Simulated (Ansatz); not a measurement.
# Phonon calculation of Si2H6S

- system: Si2H6S, SMILES [SiH3]S[SiH3]
- method: RKS CAM-B3LYP-D4/cc-pVDZ (Ansatz 0.2.0)

It belongs to a series of runs on one base structure; here: vibrations at the highest image of the band. Figures and captions count atoms from 1; the log counts them from 0 in places.

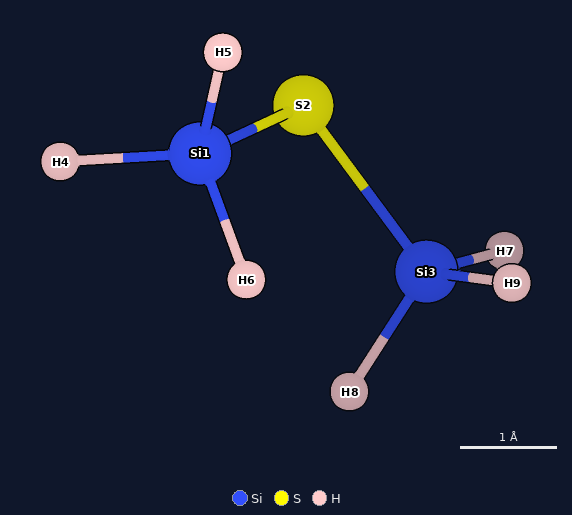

Figure 1. The structure (ball-and-stick view, seen at a tilt; atoms are numbered from 1 in the order of the input).

## Summary

| quantity | value |
| --- | --- |
| outcome | converged |
| total energy | −26689.6491 eV |
| mean-field energy | −26689.4616 eV |
| largest force (length of the vector) | 0.026 eV/Å |
| hardware | 2 threads of Arm Neoverse V1, 24 GiB of memory available, shared host |
| wall time | 85 s (CPU time 2.7 min) |
| peak memory | 0.2 GiB |

## Input
```yaml
crystal:
  periodic: [false, false, false]
  atoms:
    - { symbol: Si, position_ang: [-0.879752, 0.778236, -1.164532] }
    - { symbol: S, position_ang: [1.080918, -0.116321, -0.961226] }
    - { symbol: Si, position_ang: [0.970377, -0.792885, 1.088465] }
    - { symbol: H, position_ang: [-1.630044, 0.087833, -2.250759] }
    - { symbol: H, position_ang: [-0.733479, 2.22163, -1.503162] }
    - { symbol: H, position_ang: [-1.62189, 0.639341, 0.121679] }
    - { symbol: H, position_ang: [2.282186, -1.44062, 1.366154] }
    - { symbol: H, position_ang: [-0.136012, -1.776206, 1.267806] }
    - { symbol: H, position_ang: [0.756194, 0.352692, 2.018475] }
basis:
  gaussian: { orbitals: cc-pVDZ }
hamiltonian:
  xc: cam_b3lyp
  dispersion: d4
phonons: {}
```

Launch command:
```bash
ansatz run input.yaml --threads 2 --pin off --max-ram 3072MiB --backend cpu --events-out ev --progress --plain --runs-dir out
```

## The program's output
```
Engine: ansatz 0.2.0, aarch64-unknown-linux-gnu
Functional definition: CAM-B3LYP
  parameter alpha = 0.19
  parameter beta = 0.46
  parameter omega = 0.33/bohr
  parameter ac = 0.81
  exchange = (1 - alpha - beta)*b88_x + beta*b88_x_sr(omega) + alpha*exact_x + beta*exact_x_lr(omega)
  correlation = (1 - ac)*vwn5_c + ac*lyp_c
941 factors; integrals over basis functions are off by at most 4.0e-4 eV
341 factors; integrals over basis functions are off by at most 1.3e-6 eV
mean field evaluation 1: about -26689.0644 eV, gradient 1.1e1 eV
mean field evaluation 2: about -26689.3043 eV, gradient 7.3e0 eV
mean field evaluation 4: about -26689.4609 eV, gradient 1.3e-1 eV
mean field evaluation 8: about -26689.4615 eV, gradient 2.4e-3 eV
mean field -26689.46150653 eV, -980.8196195984 hartree, gradient 2.7e-5 eV, S^2 0.000000; 0 other end points of the search recorded, 0 dependent functions left out
the calculation of the forces begins
reference -26689.46164323 eV, -980.8196246219 hartree; 25, 25 occupied and 59, 59 virtual orbitals, 941 factors
these checks for a lower state are left out or cut short: stability, starts, cluster_reference, orbital_swaps, neighbouring_geometries, increment
941 factors; integrals over basis functions are off by at most 4.0e-4 eV
341 factors; integrals over basis functions are off by at most 1.3e-6 eV
mean field evaluation 16: about -26689.4614 eV, gradient 2.4e-5 eV
mean field -26689.46136576 eV, -980.8196144251 hartree, gradient 2.2e-6 eV, S^2 0.000000; 0 other end points of the search recorded, 0 dependent functions left out
[... from here on the field's lines of each further geometry are left out, up to the last ...]
the calculation of the forces begins
reference -26689.46162498 eV, -980.8196239512 hartree; 25, 25 occupied and 59, 59 virtual orbitals, 941 factors
these checks for a lower state are left out or cut short: stability, starts, cluster_reference, orbital_swaps, neighbouring_geometries, increment
941 factors; integrals over basis functions are off by at most 4.0e-4 eV
341 factors; integrals over basis functions are off by at most 1.3e-6 eV
mean field -26689.46147434 eV, -980.8196184153 hartree, gradient 1.8e-6 eV, S^2 0.000000; 0 other end points of the search recorded, 0 dependent functions left out
the calculation of the forces begins
reference -26689.46161103 eV, -980.8196234386 hartree; 25, 25 occupied and 59, 59 virtual orbitals, 941 factors
WARN: phonons: modes at or below zero, which the zero-point energy, F, S and C_V leave out: 1, the lowest at -87.13 cm⁻¹. A minimum has none, and a first-order saddle one
Total energy: -26689.64914087 eV, -980.8265150330 hartree
Atom 0 at    -0.879752     0.778236    -1.164532 Å, force    -0.016027     0.012277    -0.016106 eV/Å
Atom 1 at     1.080918    -0.116321    -0.961226 Å, force     0.017505    -0.006981    -0.000447 eV/Å
Atom 2 at     0.970377    -0.792885     1.088465 Å, force     0.001464    -0.003020     0.006461 eV/Å
Atom 3 at    -1.630044     0.087833    -2.250759 Å, force     0.000405    -0.002015    -0.000899 eV/Å
Atom 4 at    -0.733479     2.221630    -1.503162 Å, force     0.001757     0.001326     0.000129 eV/Å
Atom 5 at    -1.621890     0.639341     0.121679 Å, force    -0.004689    -0.002628     0.013238 eV/Å
Atom 6 at     2.282186    -1.440620     1.366154 Å, force    -0.000694     0.000275    -0.000158 eV/Å
Atom 7 at    -0.136012    -1.776206     1.267806 Å, force    -0.000080    -0.000039    -0.001311 eV/Å
Atom 8 at     0.756194     0.352692     2.018475 Å, force     0.000360     0.000806    -0.000908 eV/Å
Dipole moment:    -0.189643     0.025716     0.152819 e Å
Vibrations: -87.13 118.90 143.17 481.87 519.20 620.77 631.94 635.02 677.21 914.27 942.72 945.92 951.98 963.56 971.58 2225.04 2233.45 2236.53 2242.83 2244.99 2252.74 cm⁻¹, zero-point energy 1.422947 eV
```

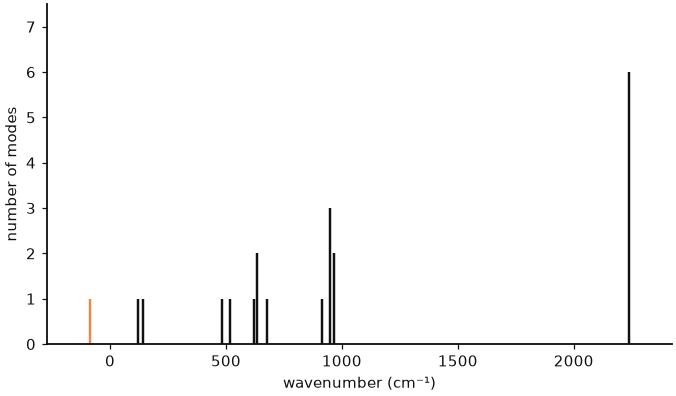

Figure 2. Harmonic vibrational wavenumbers from the force constants; neighbouring modes closer than 11 cm⁻¹ are counted in one stick, and imaginary ones are drawn at negative wavenumbers. 21 modes from 87i to 2253 cm⁻¹, 1 imaginary beyond 8i (87i cm⁻¹): not a clean minimum; so soft a mode can be a shallow saddle, an incomplete relaxation or noise of the force constants.
